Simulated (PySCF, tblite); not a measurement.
**C₄H₁₀B₂N₂: geometry, infrared bands and NMR shifts**

Aim: predict the infrared bands and NMR shifts of C₄H₁₀B₂N₂ (`C#CB(N)NB(C)C`).

Computed with tblite 0.8.0 and PySCF 2.14.0, with density-fitted response routines of our own, on a single molecule in the gas phase. Atoms count from 0, in the outputs and in this text.

**1. The molecule as given**

18 atoms, charge 0, multiplicity 1; geometry from: force field or distance geometry start.

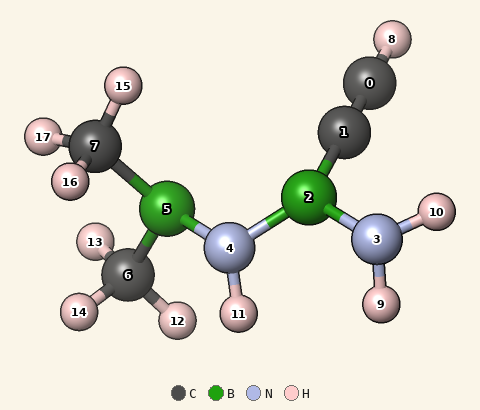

The starting geometry (carbon dark grey, boron green, nitrogen light blue, hydrogen pink), atoms numbered.

**2. Geometry optimisation with GFN2-xTB**

What the job is given:

```
{"job": {"kind": "relax", "xc": "GFN2-xTB", "basis": "xTB"}, "charge": 0, "multiplicity": 1}
C     -2.128000     1.473900     1.663200
C     -1.838500     0.970000     0.611900
B     -1.414700     0.287500    -0.707700
N     -2.574800    -0.151800    -1.619000
N     -0.146500    -0.473300    -0.842000
B      0.938200    -0.099500     0.143700
C      1.692500    -1.343000     0.811500
C      1.956400     1.050400    -0.332900
H     -2.390500     1.919900     2.604000
H     -2.589400    -1.211300    -1.581700
H     -3.472800     0.160900    -1.181900
H     -0.253900    -1.511800    -0.931800
H      0.983300    -2.157000     1.058500
H      2.300100    -1.040200     1.693500
H      2.380500    -1.716600     0.022800
H      1.463900     2.036700    -0.372700
H      2.232100     0.771700    -1.374500
H      2.853300     1.039800     0.323400
```

On the command line:

```sh
> OMP_NUM_THREADS=1 python probes_run.py task.json out
```

The driver reads the jobs from task.json and runs them one after another.

The program printed:

```text
step      E/eV     max force
  0    -595.99181    3.176
  1    -596.48875    2.604
  2    -596.51062    9.173
  3    -597.01361    1.823
  4    -597.09739    0.937
  5    -597.20499    0.698
  6    -597.27553    0.912
  7    -597.35493    0.631
  8    -597.40482    0.382
  9    -597.43032    0.362
 10    -597.45155    0.404
 11    -597.47584    0.496
 12    -597.49608    0.488
 13    -597.51320    0.336
 14    -597.52635    0.409
 15    -597.54041    0.316
 16    -597.55804    0.335
 17    -597.57507    0.347
 18    -597.58631    0.256
 19    -597.60086    0.279
 20    -597.61665    0.285
 21    -597.63226    0.268
 22    -597.64374    0.246
 23    -597.65111    0.167
 24    -597.65675    0.177
 25    -597.66224    0.234
 26    -597.66883    0.243
 27    -597.67663    0.237
 28    -597.68685    0.257
 29    -597.70037    0.227
 30    -597.71507    0.450
 31    -597.72824    0.263
 32    -597.73864    0.436
 33    -597.74966    0.232
 34    -597.76128    0.246
 35    -597.77318    0.484
 36    -597.78689    0.379
 37    -597.80421    0.701
 38    -597.81909    0.293
 39    -597.82987    0.392
 40    -597.83745    0.327
 41    -597.84545    0.337
 42    -597.85588    0.261
 43    -597.85991    0.161
 44    -597.86430    0.150
 45    -597.87065    0.156
 46    -597.87444    0.149
 47    -597.87910    0.175
 48    -597.88359    0.176
 49    -597.88893    0.166
 50    -597.89428    0.153
 51    -597.89913    0.185
 52    -597.90334    0.166
 53    -597.90696    0.121
 54    -597.91000    0.117
 55    -597.91215    0.099
 56    -597.91345    0.122
 57    -597.91448    0.087
 58    -597.91580    0.061
 59    -597.91703    0.089
 60    -597.91839    0.102
 61    -597.91957    0.108
 62    -597.92101    0.099
 63    -597.92327    0.107
 64    -597.92624    0.126
 65    -597.92941    0.114
 66    -597.93265    0.134
 67    -597.93649    0.165
 68    -597.94087    0.194
 69    -597.94492    0.178
 70    -597.94786    0.241
 71    -597.95051    0.145
 72    -597.95299    0.146
 73    -597.95573    0.141
 74    -597.95827    0.104
 75    -597.96030    0.119
 76    -597.96220    0.124
 77    -597.96451    0.114
 78    -597.96741    0.130
 79    -597.97122    0.155
 80    -597.97467    0.255
 81    -597.97772    0.144
 82    -597.98017    0.106
 83    -597.98294    0.143
 84    -597.98465    0.133
 85    -597.98624    0.169
 86    -597.98775    0.149
 87    -597.98923    0.147
 88    -597.99109    0.099
 89    -597.99266    0.121
 90    -597.99481    0.146
 91    -597.99713    0.113
 92    -597.99971    0.154
 93    -598.00253    0.127
 94    -598.00527    0.165
 95    -598.00823    0.139
 96    -598.01062    0.103
 97    -598.01269    0.120
 98    -598.01440    0.137
 99    -598.01615    0.126
100    -598.01743    0.137
101    -598.01751    0.358
102    -598.01910    0.097
103    -598.01961    0.074
104    -598.02033    0.082
105    -598.02106    0.067
106    -598.02171    0.083
107    -598.02246    0.078
108    -598.02319    0.062
109    -598.02387    0.118
110    -598.02466    0.083
111    -598.02545    0.097
112    -598.02600    0.051
113    -598.02638    0.052
114    -598.02676    0.053
115    -598.02725    0.068
116    -598.02771    0.079
117    -598.02806    0.053
118    -598.02834    0.045
119    -598.02861    0.035
120    -598.02887    0.041
121    -598.02914    0.042
122    -598.02945    0.055
123    -598.02988    0.060
124    -598.03038    0.049
125    -598.03082    0.047
126    -598.03113    0.066
127    -598.03138    0.055
128    -598.03166    0.065
129    -598.03196    0.032
130    -598.03217    0.037
131    -598.03233    0.033
132    -598.03252    0.038
133    -598.03279    0.035
134    -598.03306    0.027
135    -598.03329    0.035
136    -598.03348    0.028
137    -598.03365    0.027
138    -598.03379    0.021
139    -598.03385    0.027
140    -598.03389    0.015
141    -598.03392    0.025
142    -598.03397    0.015
143    -598.03403    0.014
144    -598.03407    0.013
145    -598.03410    0.015
146    -598.03414    0.016
147    -598.03419    0.016
148    -598.03423    0.015
149    -598.03426    0.013
150    -598.03429    0.012
151    -598.03432    0.021
152    -598.03435    0.022
153    -598.03439    0.017
154    -598.03442    0.013
155    -598.03445    0.015
156    -598.03448    0.020
157    -598.03452    0.028
158    -598.03461    0.035
159    -598.03477    0.037
160    -598.03508    0.051
161    -598.03555    0.085
162    -598.03632    0.095
163    -598.03759    0.086
164    -598.03784    0.171
165    -598.03819    0.114
166    -598.03984    0.067
167    -598.04020    0.085
168    -598.04075    0.113
169    -598.04132    0.069
170    -598.04197    0.137
171    -598.04296    0.068
172    -598.04401    0.087
173    -598.04505    0.068
174    -598.04548    0.095
175    -598.04608    0.055
176    -598.04653    0.059
177    -598.04702    0.059
178    -598.04770    0.074
179    -598.04828    0.063
180    -598.04896    0.081
181    -598.04934    0.078
182    -598.04965    0.073
183    -598.04995    0.044
184    -598.05018    0.028
185    -598.05058    0.025
186    -598.05074    0.026
187    -598.05093    0.022
188    -598.05102    0.035
189    -598.05110    0.028
190    -598.05116    0.025
191    -598.05124    0.019
192    -598.05127    0.018
193    -598.05131    0.016
194    -598.05134    0.015
195    -598.05137    0.015
196    -598.05141    0.017
197    -598.05146    0.013
198    -598.05149    0.014
199    -598.05152    0.012
200    -598.05154    0.018
201    -598.05157    0.017
202    -598.05159    0.012
203    -598.05162    0.010
```

Run time: 2.1 s. Hardware: 1 thread of Arm Neoverse N1, shared host.

Step by step: (not every step is listed)

| step | energy from step 0 (eV) | largest force (eV/Å) |
| --- | --- | --- |
| 0 | 0.0000 | 3.1760 |
| 1 | -0.4969 | 2.6041 |
| 2 | -0.5188 | 9.1735 |
| 3 | -1.0218 | 1.8230 |
| 4 | -1.1056 | 0.9374 |
| 5 | -1.2132 | 0.6977 |
| 6 | -1.2837 | 0.9124 |
| 7 | -1.3631 | 0.6312 |
| 8 | -1.4130 | 0.3823 |
| 27 | -1.6848 | 0.2368 |
| 46 | -1.8826 | 0.1493 |
| 65 | -1.9376 | 0.1142 |
| 84 | -1.9928 | 0.1335 |
| 103 | -2.0278 | 0.0735 |
| 122 | -2.0376 | 0.0551 |
| 141 | -2.0421 | 0.0249 |
| 160 | -2.0433 | 0.0506 |
| 179 | -2.0565 | 0.0629 |
| 198 | -2.0597 | 0.0145 |
| 199 | -2.0597 | 0.0117 |
| 200 | -2.0597 | 0.0184 |
| 201 | -2.0598 | 0.0168 |
| 202 | -2.0598 | 0.0117 |
| 203 | -2.0598 | 0.0096 |

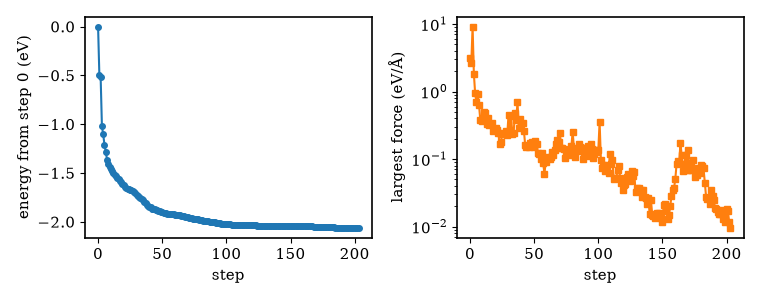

Energy and force, step by step.

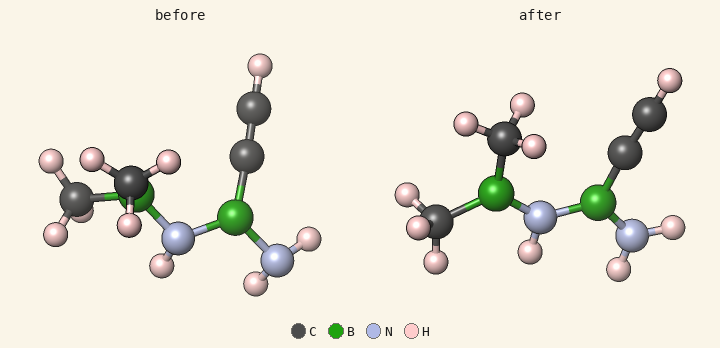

The geometry before (left) and after (right).

Distances of close pairs at the start and the end, largest changes first:

| bond | before (Å) | after (Å) | change (Å) |
| --- | --- | --- | --- |
| B2–N3 | 1.539 | 1.401 | -0.138 |
| N4–B5 | 1.513 | 1.406 | -0.106 |
| N3–H9 | 1.060 | 1.006 | -0.055 |
| B2–N4 | 1.485 | 1.436 | -0.049 |
| N3–H10 | 1.047 | 1.004 | -0.042 |
| N4–H11 | 1.048 | 1.012 | -0.036 |
| C7–H16 | 1.113 | 1.088 | -0.025 |
| C7–H17 | 1.111 | 1.087 | -0.024 |

The next job starts from the end point, and lists it.

**3. Harmonic vibrations with GFN2-xTB**

What the job is given:

```
{"job": {"kind": "ir", "xc": "GFN2-xTB", "basis": "xTB"}, "charge": 0, "multiplicity": 1}
C     -1.749292     2.594958     0.407458
C     -1.585738     1.454674     0.062710
B     -1.487858     0.007304    -0.408744
N     -2.648503    -0.583152    -0.925334
N     -0.280515    -0.767425    -0.352532
B      1.017411    -0.482245     0.107229
C      2.130156    -1.616471     0.013870
C      1.389830     0.932149     0.719227
H     -1.859137     3.593626     0.719677
H     -2.694607    -1.528669    -1.264609
H     -3.523912    -0.095969    -0.993215
H     -0.404117    -1.703239    -0.718400
H      1.820674    -2.496456    -0.548178
H      2.409197    -1.953673     1.011605
H      3.043471    -1.240329    -0.443427
H      0.726698     1.199590     1.538592
H      1.275770     1.717205    -0.025595
H      2.411714     0.974437     1.088009
```

The program printed:

```text
mode    cm-1     km/mol
  1      38.2      0.18
  2      61.6      0.62
  3     103.4      1.35
  4     112.9      0.10
  5     120.9      0.24
  6     171.1      0.56
  7     216.1      2.92
  8     265.9      0.18
  9     309.6      0.32
 10     368.9      0.11
 11     386.0      0.09
 12     510.2    129.85
 13     516.2      1.96
 14     518.9     28.32
 15     528.5     48.33
 16     658.0      1.93
 17     679.5     15.36
 18     695.3     24.31
 19     723.7     65.69
 20     753.2      4.44
 21     790.2     37.31
 22     834.6     12.70
 23     861.2      2.29
 24     906.5    164.14
 25     933.5     17.45
 26    1099.8     56.45
 27    1247.0    284.48
 28    1271.4    120.64
 29    1337.3     46.98
 30    1392.5     73.07
 31    1394.3    310.87
 32    1407.0    545.45
 33    1495.9      0.71
 34    1499.6      2.28
 35    1503.3      0.32
 36    1511.8      1.06
 37    1534.3    111.41
 38    2224.3     20.94
 39    3006.1     46.82
 40    3011.2     58.80
 41    3022.0     46.95
 42    3026.9     10.61
 43    3034.6     73.73
 44    3040.4     20.58
 45    3358.6      3.61
 46    3400.9     12.28
 47    3497.5      3.25
 48    3547.2      2.66
```

Wall time 0.93 s (1 thread of Arm Neoverse N1, shared host).

Which atoms move in the most intense modes:

| cm⁻¹ | km/mol | atoms |
| --- | --- | --- |
| 510 | 129.8 | H9 80 %, N3 14 % |
| 906 | 164.1 | B5 27 %, H13 14 %, H16 13 %, H14 11 % |
| 1247 | 284.5 | B2 53 %, B5 19 %, N4 12 % |
| 1271 | 120.6 | H11 38 %, B2 36 % |
| 1394 | 310.9 | H16 16 %, H15 16 %, C7 11 %, N4 10 % |
| 1407 | 545.5 | N4 27 %, H11 15 %, B5 13 %, B2 13 % |
| 1534 | 111.4 | H10 41 %, H9 40 %, N3 16 % |
| 3035 | 73.7 | H17 49 %, H15 31 % |

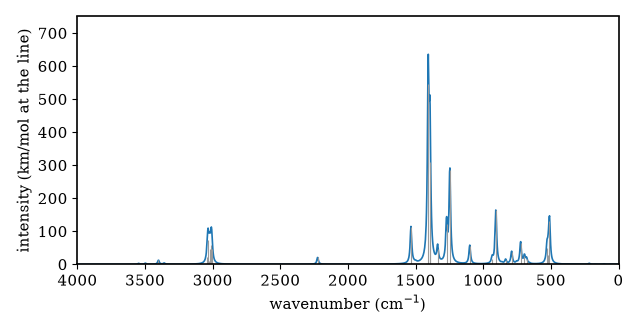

The infrared spectrum from these modes, unscaled. Lines are broadened to a width of 14 cm⁻¹ (Lorentzian).

**4. NMR shieldings: PBE0/pcSseg-1**

The job, as its differences from that of step 3:

```diff
@@ -1,2 +1,2 @@
-{"job": {"kind": "ir", "xc": "GFN2-xTB", "basis": "xTB"}, "charge": 0, "multiplicity": 1}
+{"job": {"kind": "nmr", "xc": "PBE0", "basis": "pcSseg-1"}, "charge": 0, "multiplicity": 1}
 C     -1.749292     2.594958     0.407458
```

Level: GIAO PBE0/pcSseg-1 NMR shielding, non-relativistic, gas phase.

The program printed:

```text
coarse grid: 14840 points
cycle   1  E = -317.1593067449  dE =  8.666e-01  |g| = 6.619e-01  |ddm| = 3.674e+00
cycle   2  E = -317.1252352329  dE =  3.407e-02  |g| = 7.685e-01  |ddm| = 1.208e+00
cycle   3  E = -317.2608578939  dE = -1.356e-01  |g| = 1.923e-01  |ddm| = 6.799e-01
cycle   4  E = -317.2699798183  dE = -9.122e-03  |g| = 4.269e-02  |ddm| = 1.503e-01
cycle   5  E = -317.2703637215  dE = -3.839e-04  |g| = 1.651e-02  |ddm| = 3.588e-02
cycle   6  E = -317.2704260311  dE = -6.231e-05  |g| = 3.056e-03  |ddm| = 1.351e-02
cycle   7  E = -317.2704280051  dE = -1.974e-06  |g| = 7.922e-04  |ddm| = 2.715e-03
final grid: 142952 points
cycle   8  E = -317.3089527038  dE = -4.826e-05  |g| = 9.822e-03  |ddm| = 3.293e-02
cycle   9  E = -317.3089465451  dE =  6.159e-06  |g| = 1.132e-02  |ddm| = 1.526e-02
cycle  10  E = -317.3089752415  dE = -2.870e-05  |g| = 9.413e-04  |ddm| = 7.831e-03
cycle  11  E = -317.3089754340  dE = -1.925e-07  |g| = 3.348e-04  |ddm| = 8.641e-04
cycle  12  E = -317.3089754513  dE = -1.730e-08  |g| = 2.044e-04  |ddm| = 3.305e-04
cycle  13  E = -317.3089754616  dE = -1.031e-08  |g| = 3.676e-05  |ddm| = 1.501e-04
cycle  14  E = -317.3089754619  dE = -3.221e-10  |g| = 9.084e-06  |ddm| = 3.356e-05
converged SCF energy = -317.3089754619

GIAO shielding tensors (ppm)
atom      isotropic    diamagn.    paramagn.     s11        s22        s33       span
  0 C       85.174     263.097    -177.922     12.998     15.333    227.192    214.195
  1 C       93.898     256.416    -162.518    -12.522      3.235    290.981    303.502
  2 B       80.297     193.709    -113.411     51.640     77.742    111.510     59.870
  3 N      177.699     315.286    -137.587    105.696    196.738    230.664    124.967
  4 N      115.097     322.630    -207.533      4.148    147.086    194.057    189.910
  5 B       47.861     190.084    -142.223      0.147     31.408    112.030    111.883
  6 C      174.285     252.766     -78.482    162.286    165.556    195.011     32.725
  7 C      179.957     253.582     -73.625    173.910    181.353    184.609     10.699
  8 H       29.512      34.224      -4.712     24.664     25.503     38.368     13.704
  9 H       28.917      30.401      -1.484     23.307     26.688     36.756     13.449
 10 H       28.431      28.517      -0.086     22.746     26.417     36.130     13.384
 11 H       26.695      34.218      -7.523     21.608     28.735     29.743      8.135
 12 H       31.847      31.362       0.485     27.704     30.476     37.362      9.658
 13 H       31.012      30.085       0.927     27.718     28.961     36.357      8.639
 14 H       30.988      30.227       0.762     27.200     29.580     36.186      8.986
 15 H       30.659      33.022      -2.364     25.536     30.570     35.871     10.335
 16 H       30.858      32.716      -1.858     26.054     30.573     35.947      9.893
 17 H       31.243      31.479      -0.237     26.855     30.096     36.776      9.921
```

Run time: 65 s. Hardware: 1 thread of Arm Neoverse N1, shared host; peak memory 0.83 GiB.

Shifts follow as δ = σ(reference) − σ, with reference shieldings (ppm) from runs at the same level and on the same kind of geometry: ¹H TMS 31.72, ¹³C TMS 186.9, ¹⁵N NH3 267.7, ¹¹B BF3·OEt2 100.1. The references are single molecules in the gas phase, so shifts against H2O, NH3, PH3, H3PO4 or CFCl3 are not on the usual liquid scales and can be off by tens of ppm. Atoms listed in one row are averaged.

| atoms | environment | σ (ppm) | δ (ppm) | δ scaled to CDCl3 |
| --- | --- | --- | --- | --- |
| C0 | terminal alkyne carbon | 85.2 | 101.8 | 97.4 |
| C1 | alkyne carbon | 93.9 | 93.0 | 88.9 |
| C6, C7 | methyl carbon bonded to B | 177.1 | 9.8 | 7.7 |
| H11 | hydrogen on a nitrogen bonded to 2 B | 26.70 | 5.02 | – |
| H9, H10 | hydrogen on a nitrogen bonded to B | 28.67 | 3.04 | – |
| H8 | hydrogen on a terminal alkyne carbon | 29.51 | 2.21 | 2.18 |
| H12, H13, H14, H15, H16, H17 | hydrogen on a methyl carbon bonded to B | 31.10 | 0.62 | 0.69 |
| B5 | boron bonded to 2 C, N | 47.9 | 52.2 | – |
| B2 | boron bonded to C, 2 N | 80.3 | 19.8 | – |
| N4 | nitrogen bonded to 2 B, H | 115.1 | 152.6 | – |
| N3 | nitrogen bonded to B, 2 H | 177.7 | 90.0 | – |

The scaled column applies a straight-line fit of computed shieldings to shifts measured in CDCl3 (root-mean-square error 0.16 ppm for H, 1.9 ppm for C).

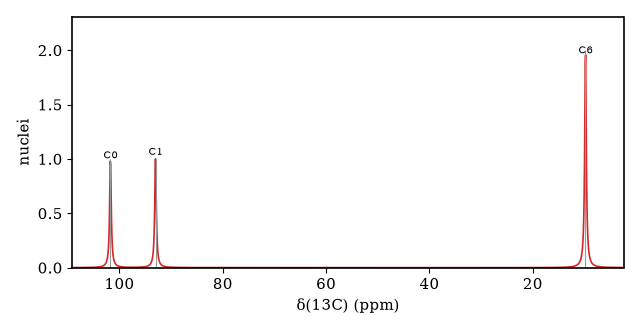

¹³C lines at the computed shifts, without couplings. Lines are broadened to a width of 0.37 ppm (Lorentzian).

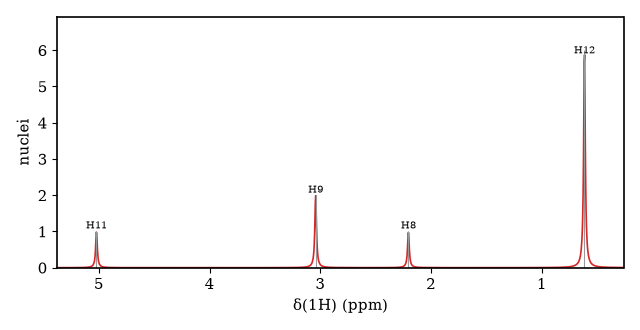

¹H lines at the computed shifts, without couplings. Lines are broadened to a width of 0.02 ppm (Lorentzian).

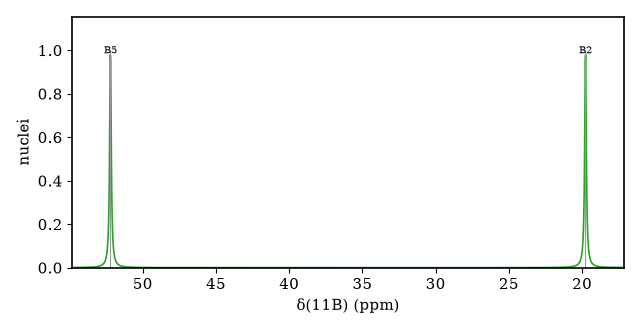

¹¹B lines at the computed shifts, without couplings. Lines are broadened to a width of 0.13 ppm (Lorentzian).

The run also stored atomic charges by several schemes (e):

| atoms | Mulliken | IAO | Hirshfeld | ESP fit |
| --- | --- | --- | --- | --- |
| C0 | -0.26 | -0.21 | -0.09 | -0.30 |
| C1 | -0.03 | -0.14 | -0.10 | -0.27 |
| B2 | 0.51 | 0.28 | 0.19 | 0.83 |
| N3 | -0.46 | -0.56 | -0.25 | -1.08 |
| N4 | -0.51 | -0.44 | -0.23 | -0.96 |
| B5 | 0.43 | 0.32 | 0.20 | 0.87 |
| C6, C7 | -0.51 | -0.58 | -0.20 | -0.80 |

IAO charges:

C0 -0.21; C1 -0.14; B2 0.28; N3 -0.56; N4 -0.44; B5 0.32; C6 -0.58; C7 -0.58; H8 0.20; H9 0.26; H10 0.28; H11 0.26; H12 0.13; H13 0.16; H14 0.15; H15 0.16; H16 0.16; H17 0.14

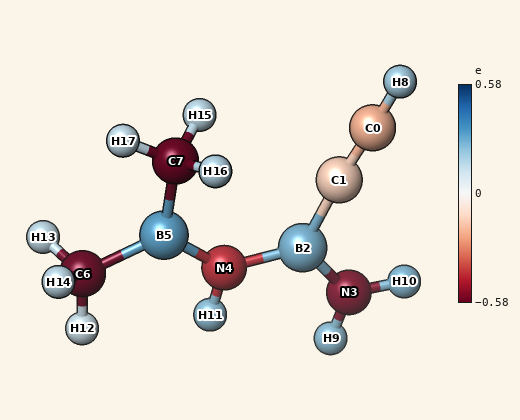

IAO charges, as colours on the atoms.

Mayer bond orders: C0–C1 2.55, C1–B2 0.93, B2–N3 1.30, B2–N4 1.11, N4–B5 1.22, B5–C6 1.02, B5–C7 1.04.

The fields below are evaluated on a grid from the run's orbitals.

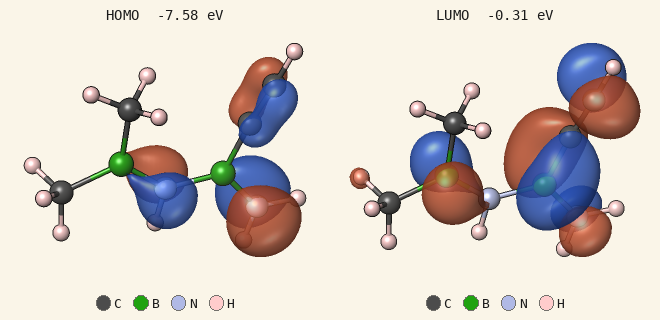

PBE0/pcSseg-1 orbitals near the gap, drawn at the value that encloses 70 % of each; the two colours are the two signs.

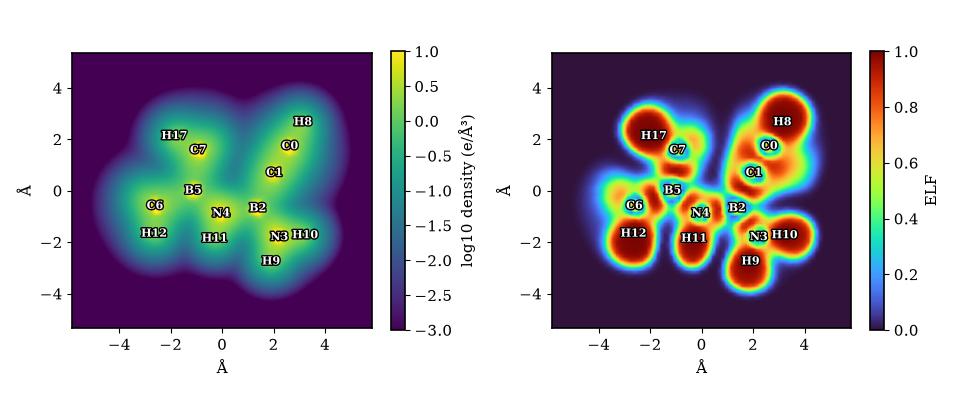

Density (left) and ELF (right) in a plane through or near 14 of the atoms.

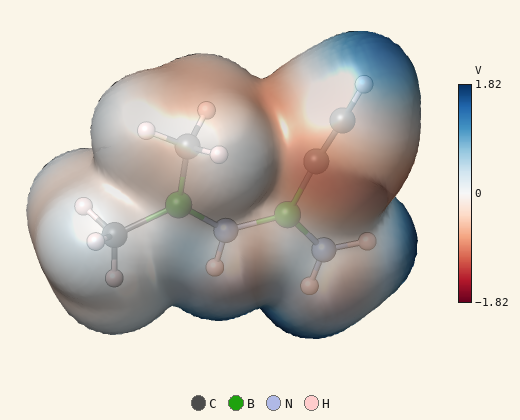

Electrostatic potential on the surface of density 0.002 e/bohr³; red is low, blue high. It runs from -0.89 V near C1 to 1.82 V near H9.

**5. Outcome**

```
                                                               quantity                       value
                              strongest single infrared mode (GFN2-xTB)       1407 cm⁻¹, 545 km/mol
                                           zero-point energy (GFN2-xTB)               90.0 kcal/mol
¹³C shifts against TMS (PBE0/pcSseg-1, means over atoms taken as alike)        101.8, 93.0, 9.8 ppm
 ¹H shifts against TMS (PBE0/pcSseg-1, means over atoms taken as alike)  5.02, 3.04, 2.21, 0.62 ppm
                            ¹¹B shifts against BF3·OEt2 (PBE0/pcSseg-1)              52.2, 19.8 ppm
                                 ¹⁵N shifts against NH3 (PBE0/pcSseg-1)             152.6, 90.0 ppm
                                  surface potential, least and greatest          -0.89 V and 1.82 V
```

**Reading.** Relaxing lowered the energy by 2.060 eV in 203 steps; the close pair that moved most is B2–N3, from 1.539 to 1.401 Å. No mode is imaginary among the 48: a minimum at this level. The strongest single mode, at 1407 cm⁻¹, has its largest shares on N4, H11, B5 and B2 (the list is cut at 4 atoms). GFN2-xTB is a fitted tight-binding method: band positions and strengths are rough. Its intensities can rank the bands wrongly. At PBE0/pcSseg-1: Shielding is most anisotropic at C1 (span 304 ppm, paramagnetic term -163 ppm). By nearest atom (PBE0/pcSseg-1), the HOMO sits on N3 44 %; N4 20 % and the LUMO on B2 26 %; C0 20 %.
